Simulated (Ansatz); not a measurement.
# One shape, several levels: CS (carbon monosulfide)

We compute a comparison of 6 runs (BHLYP/STO-3G, PBE/STO-3G, UPBE/STO-3G, r2SCAN/STO-3G, MP2/STO-3G, CCSD(T)/STO-3G) of CS (carbon monosulfide). 

Program for the calculation: Ansatz 0.2.0.

52 further runs of the same task are left out: 14 that didn't finish, 38 set aside as unsound or not needed.

**1. Starting point**

The species is CS (2 atoms), meant as a singlet with charge 0. SMILES: `[C-]#[S+]`. The S2–C1 distance was set to 1.919 Å, away from the relaxed value.

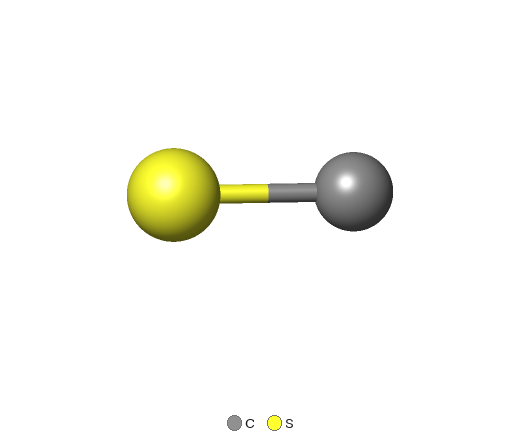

The structure, seen from a chosen angle (carbon grey, sulfur yellow).

**2. A single-point energy at BHLYP/STO-3G (run 1)**

The input, in.yaml:

```yaml
basis:
  gaussian: {orbitals: STO-3G}
crystal:
  periodic: [false, false, false]
  atoms:
    - symbol: C
      position_ang: [0.000000, 0.000000, -0.383759]
    - symbol: S
      position_ang: [0.000000, 0.000000, 1.534941]
hamiltonian: {xc: {name: BHLYP}}
accuracy: high
```

Command:

```
$ ansatz run in.yaml --threads 1 --pin off --max-ram 2610MiB --events-out events.jsonl --progress --plain --runs-dir runs
```

Standard output:

```text
Warning: RAYON_NUM_THREADS=1 ignored (pool sized by the plan → 1); use --threads N
Functional definition: BHLYP
  name "BHLYP"
  parameter a = 0.5
  exchange = (1 - a)*b88_x + a*exact_x
  correlation = lyp_c
224 factors; integrals over basis functions are off by at most 1.6e-8 eV
mean field evaluation 1: about -11730.6583 eV, gradient 2.7e1 eV
mean field evaluation 2: about -11684.9519 eV, gradient 1.2e2 eV
mean field evaluation 4: about -11733.2873 eV, gradient 7.1e-1 eV
mean field evaluation 8: about -11733.2660 eV, gradient 1.2e-1 eV
mean field evaluation 16: about -11733.2660 eV, gradient 1.1e-8 eV
mean field -11733.26601421 eV, -431.1895729290 hartree, gradient 5.7e-9 eV, S^2 0.000000; 0 other end points of the search recorded, 0 dependent functions left out
reference -11733.26602709 eV, -431.1895734020 hartree; 11, 11 occupied and 3, 3 virtual orbitals, 224 factors
Total energy: -11733.26602709 eV, -431.1895734020 hartree
```

Run time: 0.26 s. Hardware: 1 thread of Intel Xeon 6975P-C (Granite Rapids), shared host.

**3. The energy at PBE/STO-3G (run 2)**

The input, job.yaml:

```yaml
crystal:
  periodic: [false, false, false]
  atoms:
    - {symbol: C, position_ang: [0.000000, 0.000000, -0.383759]}
    - {symbol: S, position_ang: [0.000000, 0.000000, 1.534941]}
basis:
  gaussian:
    orbitals: STO-3G
magnetization:
  spin_polarized: false
hamiltonian:
  xc: pbe
accuracy: high
```

Command:

```
$ ansatz run job.yaml --threads 1 --pin off --max-ram 2610MiB --events-out events.jsonl --progress --plain --runs-dir runs
```

Standard output:

```text
Warning: RAYON_NUM_THREADS=1 ignored (pool sized by the plan → 1); use --threads N
Functional definition: PBE
  name "PBE"
  parameter kappa = 0.804
  parameter beta = 0.06672455060314922
  exchange = pbe_x(kappa = kappa, mu = beta*pi^2/3)
  correlation = pbe_c(beta = beta)
224 factors; integrals over basis functions are off by at most 1.6e-8 eV
mean field evaluation 1: about -11728.4485 eV, gradient 8.2e0 eV
mean field evaluation 2: about -11722.4973 eV, gradient 3.9e1 eV
mean field evaluation 4: about -11727.8117 eV, gradient 1.8e1 eV
mean field evaluation 8: about -11728.6453 eV, gradient 8.2e-5 eV
mean field -11728.64525279 eV, -431.0197630786 hartree, gradient 1.7e-8 eV, S^2 0.000000; 0 other end points of the search recorded, 0 dependent functions left out
reference -11728.64525384 eV, -431.0197631174 hartree; 11, 11 occupied and 3, 3 virtual orbitals, 224 factors
Total energy: -11728.64525384 eV, -431.0197631174 hartree
```

It took 0.3 s on 1 thread of Intel Xeon 6975P-C (Granite Rapids), shared host.

**4. The energy at UPBE/STO-3G (run 3)**

The input, run.yaml:

```yaml
basis:
  gaussian:
    orbitals: STO-3G
crystal:
  periodic: [false, false, false]
  atoms:
    - {symbol: C, position_ang: [0.000000, 0.000000, -0.383759]}
    - {symbol: S, position_ang: [0.000000, 0.000000, 1.534941]}
magnetization:
  spin_polarized: true
  initial_magnetization: 0
hamiltonian:
  xc: {name: PBE}
accuracy: high
```

Command:

```
$ ansatz run run.yaml --threads 1 --pin off --max-ram 2610MiB --events-out events.jsonl --progress --plain --runs-dir runs
```

Standard output:

```text
Warning: RAYON_NUM_THREADS=1 ignored (pool sized by the plan → 1); use --threads N
Functional definition: PBE
  name "PBE"
  parameter kappa = 0.804
  parameter beta = 0.06672455060314922
  exchange = pbe_x(kappa = kappa, mu = beta*pi^2/3)
  correlation = pbe_c(beta = beta)
224 factors; integrals over basis functions are off by at most 1.6e-8 eV
mean field evaluation 1: about -11728.4485 eV, gradient 5.8e0 eV
mean field evaluation 2: about -11722.4973 eV, gradient 2.8e1 eV
mean field evaluation 4: about -11727.8117 eV, gradient 1.3e1 eV
mean field evaluation 8: about -11728.6453 eV, gradient 6.7e-5 eV
mean field evaluation 16: about -11728.5884 eV, gradient 1.2e0 eV
mean field -11728.64525279 eV, -431.0197630786 hartree, gradient 1.2e-8 eV, S^2 0.000000; 2 other end points of the search recorded, 0 dependent functions left out
reference -11728.64525384 eV, -431.0197631174 hartree; 11, 11 occupied and 3, 3 virtual orbitals, 224 factors
Total energy: -11728.64525384 eV, -431.0197631174 hartree
```

It took 0.46 s on 1 thread of Intel Xeon 6975P-C (Granite Rapids), shared host; peak memory 0.11 GiB.

Runs 4 to 5 aren't shown in full; the table further down has their settings and results.

**5. The energy at CCSD(T)/STO-3G (run 6)**

job.yaml, as its differences from that of step 3:

```diff
@@ -8,6 +8,7 @@
     orbitals: STO-3G
-magnetization:
-  spin_polarized: false
-hamiltonian:
-  xc: pbe
+correlation:
+  method: ccsd_t
+  frozen_orbitals: {C: 1, S: 5}
 accuracy: high
+scf:
+  omitted_lower_state_checks: [cluster_reference, increment]
```

Command:

```
$ ansatz run job.yaml --threads 1 --pin off --max-ram 2610MiB --events-out events.jsonl --progress --plain --runs-dir runs
```

Standard output, cut to the lines that bear on the results:

```text
Warning: RAYON_NUM_THREADS=1 ignored (pool sized by the plan → 1); use --threads N
Functional definition: HF
  name "HF"
[...]
224 factors; integrals over basis functions are off by at most 1.6e-8 eV
[...]
mean field -11710.24081168 eV, -430.3434123431 hartree, gradient 1.3e-8 eV, S^2 0.000000; 0 other end points of the search recorded, 0 dependent functions left out; unrestricted orbitals would lower it
6 core orbitals not correlated: weight in the atoms' cores, before any rotation towards them, 1.000 or more for the frozen orbitals, at most 0.000 for the correlated occupied ones
reference -11710.24081168 eV, -430.3434123431 hartree; 5, 5 occupied and 3, 3 virtual orbitals, 224 factors
second order -4.59757299 eV of doubles, -0.00000000 eV of singles
cycle   1  -2.92525617 eV  change     1.7e0 eV  update   3.9e-1
[...]
cycle  23  -4.46445110 eV  change   6.1e-10 eV  update  2.8e-10
perturbative correction -0.78273321 eV, -0.0287649148 hartree
Total energy: -11715.48799600 eV, -430.5362428099 hartree
Checks for a lower state left out: cluster_reference, increment
```

It took 0.16 s on 1 thread of Intel Xeon 6975P-C (Granite Rapids), shared host.

**6. All runs side by side**

```
run           level  frozen core orbitals  energy (Eh)  wall time
  1    BHLYP/STO-3G                     –  -431.189573     0.26 s
  2      PBE/STO-3G                     –  -431.019763      0.3 s
  3     UPBE/STO-3G                     –  -431.019763     0.46 s
  4   r2SCAN/STO-3G                     –  -431.205894     0.78 s
  5      MP2/STO-3G                     6  -430.512370     0.08 s
  6  CCSD(T)/STO-3G                     6  -430.536243     0.16 s
```

**7. Outcome**

| quantity | value |
| --- | --- |
| run 6: total energy | -430.53624 Eh |
| run 6: correlation energy (6 core orbitals frozen) | -192.8 mEh |
| run 6: (T) correction | -28.76 mEh |
| run 6: T1 diagnostic | 0.091 |

Totals of different functionals can't be ranked against each other. In run 6 the T1 diagnostic is large, so a single reference may not serve. In runs 5, 6 the log says that unrestricted orbitals would lower the reference, so the values rest on an unstable closed-shell determinant (other closed-shell runs at this shape may share the fault). In runs 1, 2, 3, 4, 5, 6 the basis is minimal, so the values are rough. All runs together took 2 s, the longest 0.78 s.
